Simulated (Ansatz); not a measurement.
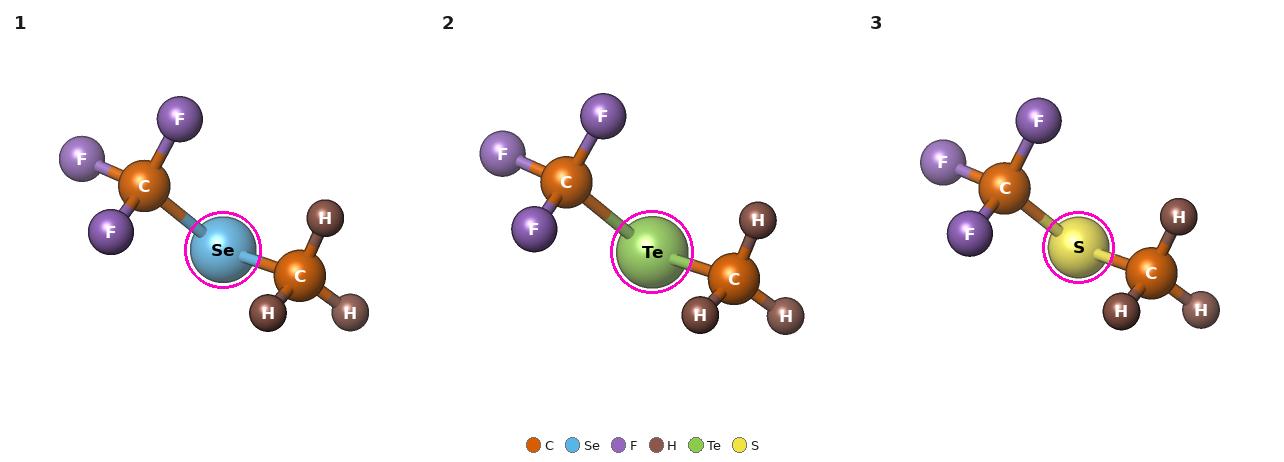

3 molecules with one skeleton, seen from the same side and at one scale; the atom that differs is circled. Each species is neutral and a spin singlet. Computed geometries: PBE0-D4/def2-TZVP optimisations, one conformation each. Properties computed with Ansatz 0.2.0. Elements past Kr carry core potentials.

One atom differs, called X below: Se in panel 1, Te in panel 2, S in panel 3. Their formulas are C2H3F3Se (`C[Se]C(F)(F)F`), C2H3F3Te (`C[Te]C(F)(F)F`), C2H3F3S (`CSC(F)(F)F`).

Question: Rank them by the HOMO energy (Kohn–Sham orbital), lowest first (ωB97M-V/def2-SVP).

Answer: 3 (S), 1 (Se), 2 (Te).

Question: Rank them by the mean length of X–C, lowest first (PBE0-D4/def2-TZVP).

Answer: 3 (S), 1 (Se), 2 (Te).

Give the values. With PBE0-D4/def2-TZVP: mean length of X–C (Å), angle C–X–C (°). With ωB97M-V/def2-SVP: HOMO energy (Kohn–Sham orbital) (eV), HOMO–LUMO gap (eV). With PBE-D4/def2-TZVPP: dipole moment (D).

```tsv
quantity	1 (Se)	2 (Te)	3 (S)
mean length of X–C (Å)	1.947	2.150	1.798
angle C–X–C (°)	95.4	92.3	98.4
HOMO energy (Kohn–Sham orbital) (eV)	−9.18	−8.54	−9.67
HOMO–LUMO gap (eV)	11.17	9.45	12.46
dipole moment (D)	2.04	2.06	2.16
```
